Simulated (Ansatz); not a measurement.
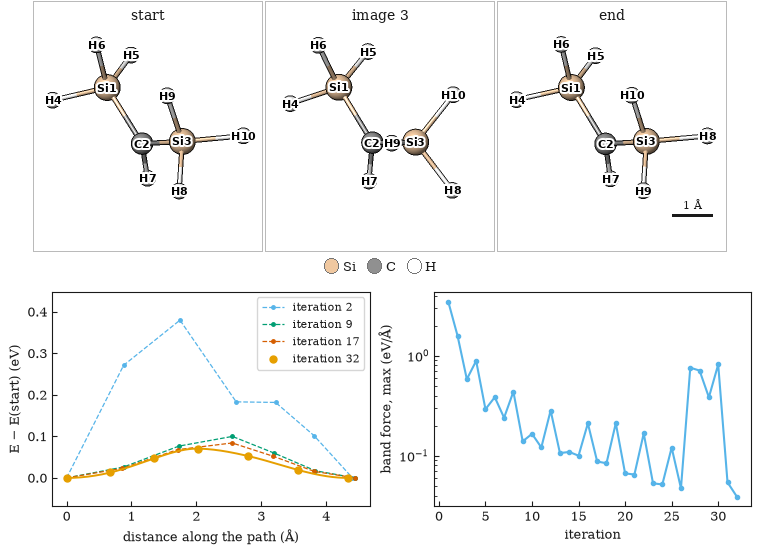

A nudged-elastic-band calculation for CH7Si2 (charge −1). Images are numbered from 0 (start) to 6 (end). The plot follows the band through its iterations. A ball-and-stick model, seen from a free direction.

Theory: Ansatz 0.2.0, RKS B3LYP-D4/cc-pVDZ. Set-up: 5 movable images; climbing image from the first iteration; force threshold 0.05 eV/Å; iteration limit 60; optimiser L-BFGS; starting path through a guess of the saddle point.

Question: How did the profile develop, and is the result final?

Answer: The run is converged, with reservations. The band converged in 32 iterations. The largest component of the band force went from 3.5 to 0.039 eV/Å. The climbing image converged on the top of the path. Its curvatures weren't checked. The first iteration put the highest image at 0.747 eV. The two ends have the same energy, and the highest point, image 3, lies 0.071 eV above the start.

The run took 8.4 min on 1 thread of Arm Neoverse V1, with other jobs on the host, peak memory 0.26 GiB.
